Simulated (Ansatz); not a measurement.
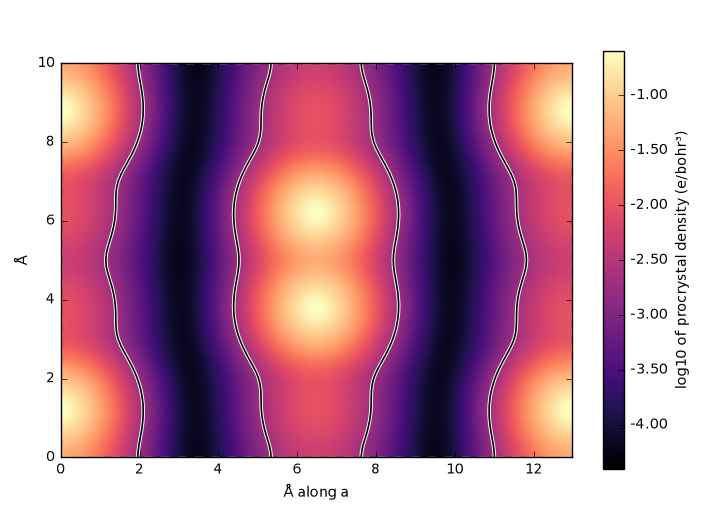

Procrystal electron density of I in space group Cmce, computed on the section y = 0.000 (parallel to a and c; the dashed line is one cell). It is the sum of the densities of spherically averaged neutral Hartree-Fock atoms, not a self-consistent density. The black line is the 0.002 e/bohr³ contour that bounds the voids. From Rb on the atoms have core potentials, so only their outer electrons count.

Source of the atomic positions: the end point of a relaxation with Ansatz 0.2.0, DFT, BLYP, plane waves (420 eV) with PAW, scalar-relativistic.

```
I
1.0
    12.96178    0.00000    0.00000
     0.00000    4.98788    0.00000
     0.00000    0.00000   10.00894
I
8
Direct
  0.50000 0.14737 0.62117
  0.50000 0.35263 0.12117
  0.50000 0.85263 0.37883
  0.50000 0.64737 0.87883
  0.00000 0.64737 0.62117
  0.00000 0.85263 0.12117
  0.00000 0.35263 0.37883
  0.00000 0.14737 0.87883
```

Question: What share of the cell is void by this measure?

Answer: The voids take about 48 % of the cell (310 Å³ of 647.1 Å³) and are bounded by about 240 Å² of surface per cell.

Question: Are the voids connected in the whole crystal?

Answer: Where they connect, they form a two-dimensional network in layers parallel to (100).

Question: How low does the density fall, and where?

Answer: To about 6e-05 e/bohr³ near 0.24, 0.00, 0.50 (fractional), 3.7 Å from the nearest nucleus.

Question: At what density do the voids first join through the crystal?

Answer: At about 6.7e-05 e/bohr³, as a two-dimensional network in layers parallel to (100).
